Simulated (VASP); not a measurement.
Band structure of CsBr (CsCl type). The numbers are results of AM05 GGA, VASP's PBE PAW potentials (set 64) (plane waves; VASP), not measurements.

Unless said otherwise, spin-orbit coupling is left out, though it shifts the bands of the heavy elements here.

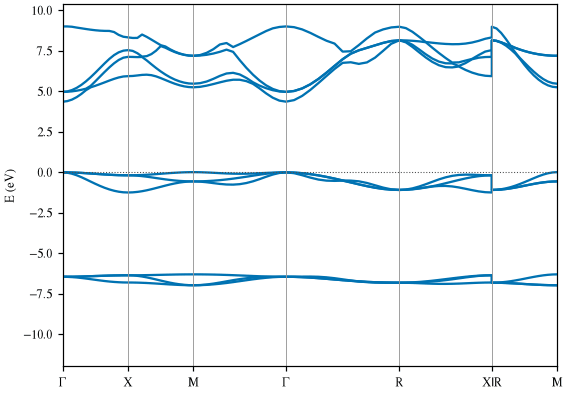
Figure: Bands along high-symmetry lines, zero at the valence-band maximum or, without a gap, the Fermi level

Read the plot: is there a gap, and where are the band edges?

The gap is indirect, 4.35 eV, from the valence maximum at M to the conduction minimum at Γ. (Edges off the drawn lines would not show.)

Measured: gap 7.30 eV (computed value off by -2.95 eV), as given by Aguado et al., (1998), arXiv:cond-mat/9809176.

The compound is CsBr in the CsCl type structure. It was relaxed first.
